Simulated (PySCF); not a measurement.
**BSb (triplet): density, localisation and related maps**

```tsv
atom	x (Å)	y (Å)	z (Å)
B	0.0000	0.0000	-1.8945
Sb	0.0000	0.0000	0.1725
```

Core potentials replace the inner electrons of Sb.

Method: PBE0/aug-cc-pVDZ(-PP), non-relativistic Hamiltonian with scalar-relativistic core potentials where named, at a bond length of 2.067 Å in PySCF.

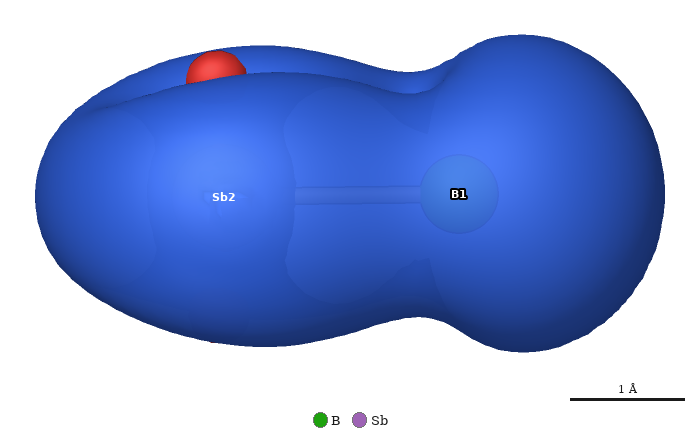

Figure 1. Isosurfaces of the spin density at +0.015 (blue) and −0.015 e/Å³ (red), seen from one side.

Describe the spin distribution.

The unpaired spin (2 electrons) lies mostly on B1 (about 1.1) and Sb2 (about 0.9), in electrons by Hirshfeld's partition.

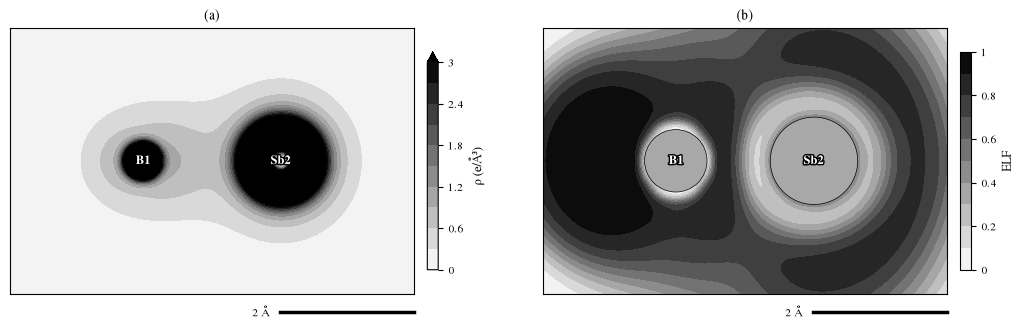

Figure 2. (a) electron density; (b) ELF on a plane that holds the molecular axis. Grey discs cover the atomic cores in the ELF map.

Interpret the plot.

- The section cuts through B and Sb sites.
- B–Sb (2.07 Å): ρ at the midpoint is about 0.75 e/Å³; the ELF peaks at about 0.85 in the valence shell of B, 0.7 Å from its nucleus, and drops to about 0.20 between the two atoms.
- The ELF also peaks beside Sb2 and B1, away from the bonds: non-bonding electrons, paired or unpaired.
